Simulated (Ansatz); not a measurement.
Consider Nb in the bcc (W type) structure (space group Im-3m, No. 229; a = 3.271 Å). Axes: x, y, z lie along the cube axes.

Structures relaxed with Kohn–Sham DFT with the PBEsol functional, run in Ansatz (a first-principles code) with PAW and 420 eV plane waves, spin-orbit coupling left out.

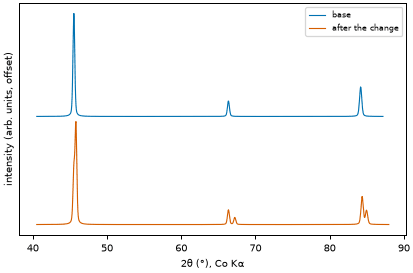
Figure. Simulated powder patterns before (top) and after one change

Question: Which change produced these results?
(A) uniaxial strain ε_yy = −1.13 %
(B) tensor shear ε_xy = −3.44 %
(C) uniaxial strain ε_zz = +2.39 %
(D) tensor shear ε_xy = −2.03 %

Answer: A, uniaxial strain ε_yy = −1.13 %. Its volume per atom is 17.31 Å³ against 17.50 Å³, and its space group is I4/mmm (No. 139).

Whether these cells are dynamically stable was not tested. The final runs are not spin-polarised.
